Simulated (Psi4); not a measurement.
**CH4OSi (SMILES CO[SiH]): CAM-B3LYP/cc-pVDZ (sweep point 1)**

Aim: the vertical ionisation energy of CH4OSi at CAM-B3LYP/cc-pVDZ (sweep point 1), from 2 runs. Input form: a Python script.

The calculation is run with Psi4 1.11.

## Step 1: Starting point

CH4OSi: 7 atoms, total charge 0, spin state singlet. As SMILES, `CO[SiH]`. The coordinates come from a PBE0-D4/def2-TZVP relaxation. This is one conformer, not always the lowest.

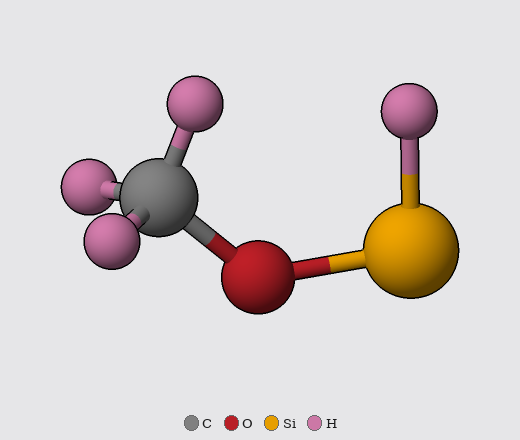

The structure, seen from a chosen angle (carbon grey, oxygen red, silicon amber, hydrogen pink).

## Step 2: A single-point energy at CAM-B3LYP/cc-pVDZ (sweep point 1)

File ch4osi.py:

```python
import psi4

psi4.set_memory(1600000000)
psi4.set_num_threads(1)
psi4.core.set_output_file('run.log', False)

molecule = psi4.geometry("""
0 1
C     -0.512400     0.485500    -0.338500
O     -0.443200    -0.446500     0.717600
Si     0.796900    -1.387300     1.229900
H     -1.296400     0.180800    -1.035500
H      0.443800     0.547500    -0.868700
H     -0.769300     1.467500     0.065400
H      1.841700    -0.915600     0.184100
units angstrom
symmetry c1
""")

psi4.set_options({
    'puream': True,
    'scf_type': 'pk',
    'dft_radial_points': 99,
    'dft_spherical_points': 590,
})

E, wfn = psi4.energy("cam-b3lyp/cc-pVDZ", molecule=molecule, return_wfn=True)
print('E =', round(E, 9))
```

On the command line:

```
$ python ch4osi.py
```

run.log:

```text
[...]
  Running in c1 symmetry.
[...]
  Nuclear repulsion =  101.069904478392957
[...]
  Multiplicity = 1
[...]
  Nalpha       = 16
  Nbeta        = 16
[...]
    Number of basis functions: 66
[...]
   @RKS iter   1:  -405.02181361779748   -5.48500e-01   8.12156e-03 DIIS/ADIIS
[...]
   @RKS iter   8:  -405.15229309624340   -9.41469e-09   3.05070e-07 DIIS
[...]
    Orbital Energies [Eh]
    ---------------------
    Doubly Occupied:
       1A    -66.230451     2A    -19.230565     3A    -10.313870
       4A     -5.373572     5A     -3.735671     6A     -3.732421
       7A     -3.726793     8A     -1.108933     9A     -0.777898
      10A     -0.603785    11A     -0.530925    12A     -0.529582
      13A     -0.468115    14A     -0.381770    15A     -0.379442
      16A     -0.283274
[...]
  @RKS Final Energy:  -405.15229309624340
   => Energetics <=
    Nuclear Repulsion Energy =            101.0699044783929565
    One-Electron Energy =                -758.9485796050602175
    Two-Electron Energy =                 279.8776431673595653
    DFT Exchange-Correlation Energy =     -27.1512611369356662
    Empirical Dispersion Energy =           0.0000000000000000
    VV10 Nonlocal Energy =                  0.0000000000000000
    Total Energy =                       -405.1522930962433975
[...]
 Multipole Moments:
 ------------------------------------------------------------------------------------
     Multipole            Electronic (a.u.)      Nuclear  (a.u.)        Total (a.u.)
 ------------------------------------------------------------------------------------
 L = 1.  Multiply by 2.5417464519 to convert [e a0] to [Debye]
 Dipole X            :          0.3252503           -0.3626770           -0.0374268
 Dipole Y            :         -3.1722440            3.6121422            0.4398982
 Dipole Z            :          3.5522566           -4.0483827           -0.4961261
 Magnitude           :                                                    0.6641177
[...]
```

Standard output:

```text
E = -405.152293096
```

Wall time 14 s (1 thread of AMD EPYC 9R14 (Zen 4), shared host); peak memory 1.1 GiB.

## Step 3: The doublet cation, same level

File job.py:

```python
import psi4

psi4.set_memory(1600000000)
psi4.set_num_threads(1)
psi4.core.set_output_file('ch4osi.out', False)

geom = psi4.geometry("""
1 2
C     -0.512400     0.485500    -0.338500
O     -0.443200    -0.446500     0.717600
Si     0.796900    -1.387300     1.229900
H     -1.296400     0.180800    -1.035500
H      0.443800     0.547500    -0.868700
H     -0.769300     1.467500     0.065400
H      1.841700    -0.915600     0.184100
symmetry c1
""")

psi4.set_options(dict(reference='uks', puream=True, scf_type='pk', dft_radial_points=99, dft_spherical_points=590, maxiter=150))

energy_value = psi4.energy('cam-b3lyp/cc-pVDZ')
print('E =', round(energy_value, 9))
```

On the command line:

```
$ python job.py
```

ch4osi.out:

```text
[...]
  Running in c1 symmetry.
[...]
  Nuclear repulsion =  101.069904478392957
[...]
  Multiplicity = 2
[...]
  Nalpha       = 16
  Nbeta        = 15
[...]
    Number of basis functions: 66
[...]
   @UKS iter   1:  -404.67987825540183   -2.06565e-01   8.04997e-03 ADIIS/DIIS
[...]
   @UKS iter  10:  -404.82490960580486   -1.73018e-08   4.05566e-07 DIIS
[...]
   @S^2 Observed:                7.601090840E-01
[...]
    Orbital Energies [Eh]
    ---------------------
    Alpha Occupied:
       1A    -66.562978     2A    -19.479600     3A    -10.505763
       4A     -5.700763     5A     -4.061858     6A     -4.059650
       7A     -4.057294     8A     -1.347173     9A     -0.989075
      10A     -0.849904    11A     -0.759045    12A     -0.732885
      13A     -0.721712    14A     -0.606693    15A     -0.600899
      16A     -0.596407
    Alpha Virtual:
      17A     -0.285506    18A     -0.179223    19A     -0.108011
      20A     -0.040100    21A      0.010712    22A      0.022361
      23A      0.028381    24A      0.079395    25A      0.104096
[...]
  @UKS Final Energy:  -404.82490960580486
   => Energetics <=
    Nuclear Repulsion Energy =            101.0699044783929565
    One-Electron Energy =                -750.6591920091698285
    Two-Electron Energy =                 271.7302012371480942
    DFT Exchange-Correlation Energy =     -26.9658233121760560
    Empirical Dispersion Energy =           0.0000000000000000
    VV10 Nonlocal Energy =                  0.0000000000000000
    Total Energy =                       -404.8249096058048622
[...]
 Multipole Moments:
 ------------------------------------------------------------------------------------
     Multipole            Electronic (a.u.)      Nuclear  (a.u.)        Total (a.u.)
 ------------------------------------------------------------------------------------
 L = 1.  Multiply by 2.5417464519 to convert [e a0] to [Debye]
 Dipole X            :          1.4323616           -0.3626770            1.0696846
 Dipole Y            :         -4.1918260            3.6121422           -0.5796839
 Dipole Z            :          4.2197065           -4.0483827            0.1713238
 Magnitude           :                                                    1.2286620
[...]
```

The script printed:

```text
E = -404.824909606
```

It took 20 s on 1 thread of AMD EPYC 9R14 (Zen 4), shared host; peak memory 1.1 GiB.

## Step 4: What came out

At CAM-B3LYP/cc-pVDZ (sweep point 1):

| quantity | value |
| --- | --- |
| singlet CH4OSi: total energy | -405.15229 Eh |
| singlet CH4OSi: dipole moment | 1.69 D |
| singlet CH4OSi: HOMO energy | -7.71 eV |
| singlet CH4OSi: LUMO energy | -0.65 eV |
| singlet CH4OSi: HOMO–LUMO gap | 7.06 eV |
| doublet cation: total energy | -404.82491 Eh |
| doublet cation: HOMO energy (highest over α and β) | -16.23 eV |
| doublet cation: LUMO energy (lowest over α and β) | -10.10 eV |
| doublet cation: ⟨S²⟩ | 0.760 |
| vertical ionisation energy (to the doublet cation) | 8.909 eV |

In words: Removing an electron at fixed nuclei costs 8.91 eV (205 kcal/mol). −ε(HOMO) before ionisation, 7.71 eV, is 1.20 eV below this ionisation energy.
